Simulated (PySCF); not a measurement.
## A study: Cl4Si, SMILES `Cl[Si](Cl)(Cl)Cl`

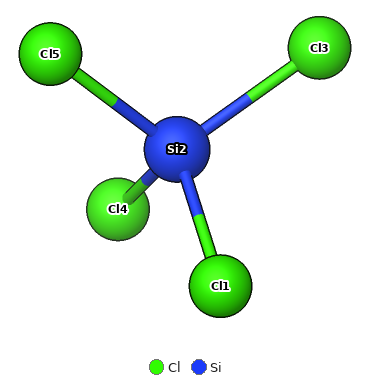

The molecule, with its atoms numbered as below. No frequency check shows the geometry to be a minimum.

Cartesian coordinates (Å):

```
Cl1      1.1631   -0.8544    1.4052
Si2     -0.0001    0.0000    0.0000
Cl3      1.1631    0.8544   -1.4052
Cl4     -1.1630   -1.4054   -0.8543
Cl5     -1.1630    1.4054    0.8543
```

Part 1: Bonding charge

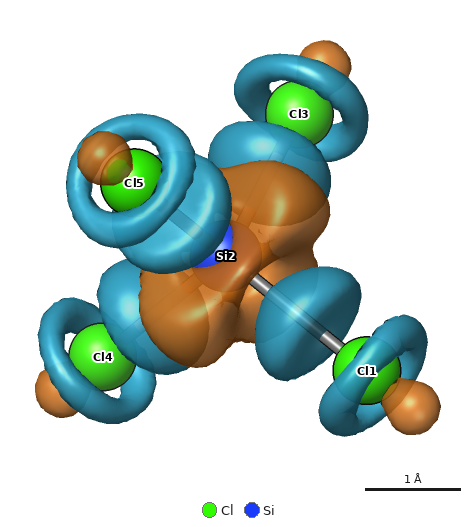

Deformation density (molecule less spherical, spin-averaged free atoms at the same positions), surfaces at ±0.06 e/Å³; light blue: gain, orange: loss.

Method: ωB97X/def2-TZVP; geometry: GFN2-xTB; program: PySCF.

> How much density has each bond gained at its critical point, relative to the free atoms?

Si2–Cl4, Si2–Cl5, Cl1–Si2 and Si2–Cl3: +0.12 e/Å³ at the bond critical point (bond length 2.01 Å, Mayer order 1.3). In all, 1.1 electrons gather in the regions of gain relative to the promolecule. A small or negative value marks a very polar bond, one between electron-rich atoms, whose free-atom densities already overlap strongly, a long bond to a heavier atom, or a closed-shell contact such as a hydrogen bond.

Part 2: Local ionisation energy

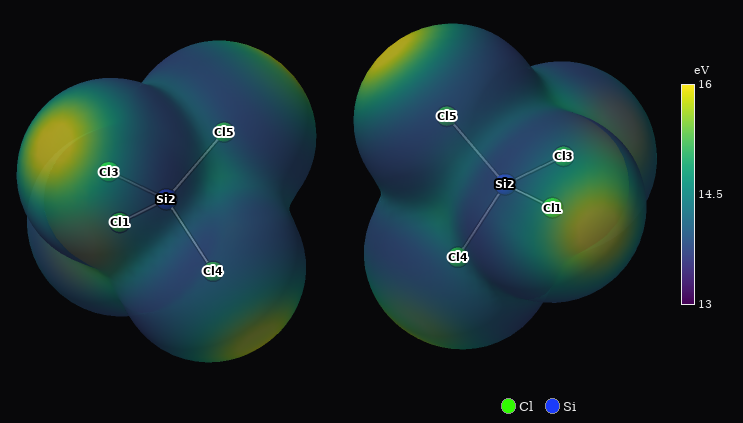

Average local ionisation energy on the surface of electron density 0.001 a.u. (back view left, front view right).

> Locate the minima of the map.

The lowest value is 13.7 eV, 2.1 Å from Cl4, and at like points elsewhere. For comparison, the highest occupied orbital lies at −12.0 eV.

Part 3: In an electric field

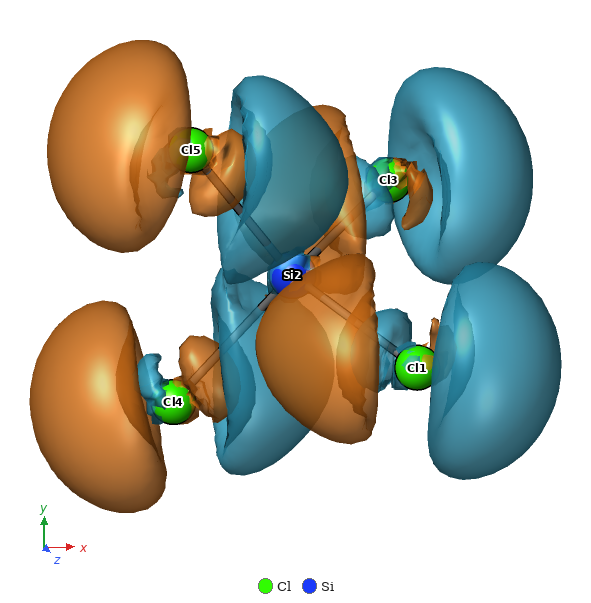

Change of the electron density in a uniform field of 0.21 V/Å, surfaces at ±0.0015 e/Å³ (light blue: gain, orange: loss).

PySCF calculation, ωB97X/def2-TZVP, gas phase; geometry: GFN2-xTB. A basis without diffuse functions makes polarisabilities too small.

The field was applied in both directions; the picture shows the one opposite to the script's first.

> Along which Cartesian direction does the field point?

Along −x: electrons gather on the +x side, against the field.

> How large is the response?

The induced dipole is 0.67 D (along the field); α along this axis, from the fields in both directions, is 66 bohr³ (9.7 Å³).

The PySCF runs shown took 20 s and 46 s on 1 thread of Intel(R) Xeon(R) Platinum 8259CL CPU @ 2.50GHz (Skylake/Cascade Lake), with other jobs on the host.
